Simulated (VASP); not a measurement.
Band structure of AgBr (space group P2_1/m). All values below come from PBEsol GGA, VASP's PBE PAW potentials (set 64) (plane waves; VASP).

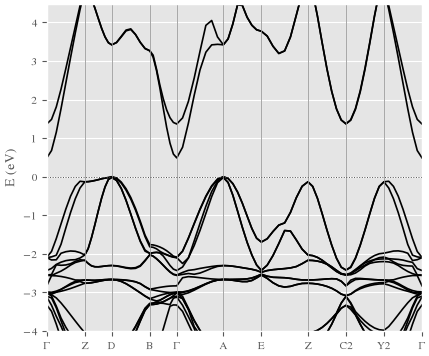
Fig. 1. Bands along high-symmetry lines, zero at the valence-band maximum or, without a gap, the Fermi level

Task: Read the plot: is there a gap, and where are the band edges?

Result: The gap is indirect, 0.49 eV, from the valence maximum at D to the conduction minimum at Γ. (Edges off the drawn lines would not show.)

The structure comes from a computed database's AgBr entry (P2_1/m); how it stands against other phases isn't given here. It was relaxed first, which changed the volume by -9 %.
